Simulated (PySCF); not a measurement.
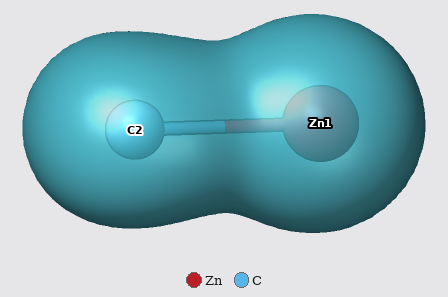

ZnC (charge +1, doublet). Isosurface of the electron density at 0.1 e/Å³ (cyan), seen from one side.

⟨S²⟩ = 0.86, above the pure value of 0.75.

Computed with PBE0/def2-SVP, non-relativistic Hamiltonian with scalar-relativistic core potentials where named, at a bond length of 2.118 Å (PySCF 2.14.0).

```xyz
2

Zn    0.0000    0.0000   -0.3347
C     0.0000    0.0000    1.7833
```

What does this surface tell about the bonding?

Answer. At this value the surface is in one piece. It bridges the sampled C–Zn (2.12 Å) contact, where the density stays above the isovalue. On the grid the lowest density along these lines, outside the cores, is 0.51 e/Å³ (C–Zn, 2.12 Å).
